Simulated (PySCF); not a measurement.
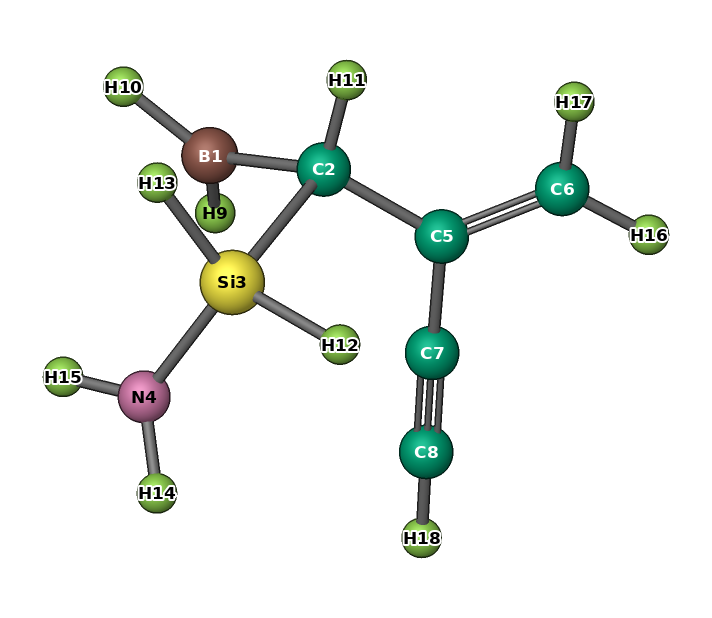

The questions are on Mulliken spin populations. Charge +1, doublet. Computed geometry: GFN2-xTB optimisation. No frequency run is at hand to confirm it as a minimum. Method: UKS B3LYP, pcH-1 on B C H N Si, non-relativistic (PySCF 2.14.0).

Q: Which atom carries the largest spin population?

A: C6 (0.56 e).

Q: Which atom has the lowest spin population?

A: C5, H16, H17 (−0.02 e); a negative value comes from spin polarisation.

Give the Mulliken spin populations atom by atom.

| atom | value (e) |
| --- | --- |
| B1 | 0.03 |
| C2 | 0.17 |
| Si3 | 0.01 |
| N4 | 0.15 |
| C5 | −0.02 |
| C6 | 0.56 |
| C7 | −0.01 |
| C8 | 0.13 |
| H9 | 0.01 |
| H10 | 0.00 |
| H11 | −0.01 |
| H12 | 0.00 |
| H13 | 0.04 |
| H14 | 0.00 |
| H15 | 0.00 |
| H16 | −0.02 |
| H17 | −0.02 |
| H18 | 0.00 |

Mulliken values depend strongly on the basis set. The geometry is semi-empirical. Around B, Si such bond lengths and angles can be off by a tenth of an ångström or more and by several degrees, and values that hang on the shape move with them.
